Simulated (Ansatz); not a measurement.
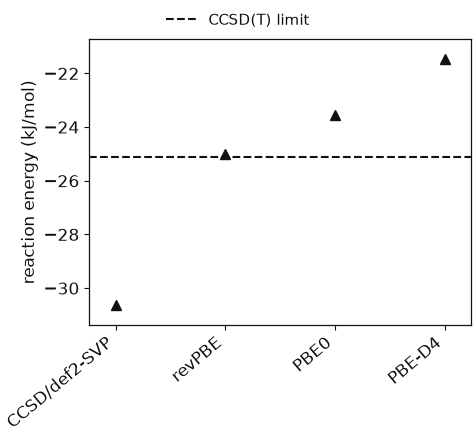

Electronic reaction energy of SnSiH₅Cl (Cl[SiH2][SnH3]) + HF (F) → SnSiH₅F (F[SiH2][SnH3]) + HCl (Cl) (SMILES in brackets) at several levels (functionals in def2-TZVPP unless a basis is named), isolated molecules at PBE0-D4 triple-zeta geometries, minima by their frequencies, no zero-point or thermal terms, the Ansatz code. The line is frozen-core CCSD(T) at the basis limit (MP2 extrapolated from triple and quadruple zeta, plus CCSD(T) less MP2 in a smaller set). No dispersion term is added to revPBE and PBE0. The distance of CCSD/def2-SVP to the limit includes basis error. Core potentials past Kr. The limit lies 4.4 kJ/mol from CCSD(T)/def2-TZVPP, so the line itself is uncertain by a part of that.

What do zero-point energy and temperature add?

Zero-point change −4.0 kJ/mol; at 298.15 K and 1 bar the CCSD(T) limit plus thermal terms gives an enthalpy of reaction of −29.8 and a free energy of −30.3 kJ/mol (harmonic PBE0-D4 modes, ideal gas).

Give the values.

```tsv
level	kJ/mol	less CCSD(T) limit
CCSD/def2-SVP	−30.6	−5.5
revPBE	−25.0	0.1
PBE0	−23.5	1.6
PBE-D4	−21.5	3.6
CCSD(T) limit	−25.1	0.0
```

Caveats: outer-core shells are correlated without core-valence functions, which makes the correlated values less sure; spin-orbit coupling is left out, and with Sn it can shift these values.
